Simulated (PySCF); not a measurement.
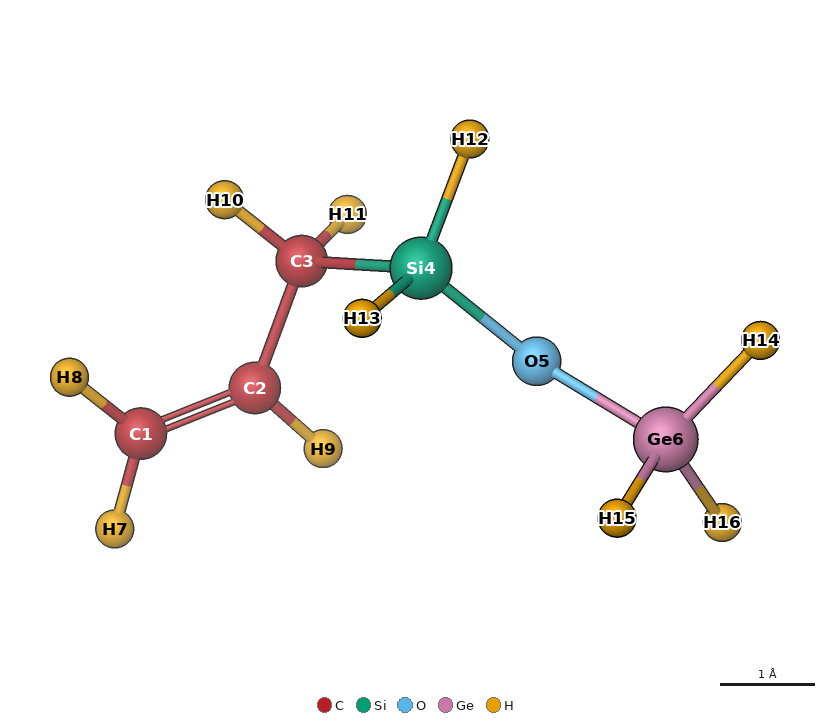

Orthographic view. Distant atoms are faded towards the background colour. The computed structure is the end point of a PBE0-D3(BJ)/def2-SVP optimisation. No frequency run is at hand to confirm it as a minimum.

List the bonded neighbours of every atom.

C1: C2, H7, H8
C2: C1, C3, H9
C3: C2, Si4, H10, H11
Si4: C3, O5, H12, H13
O5: Si4, Ge6
Ge6: O5, H14, H15, H16
(terminal hydrogens appear only as neighbours)
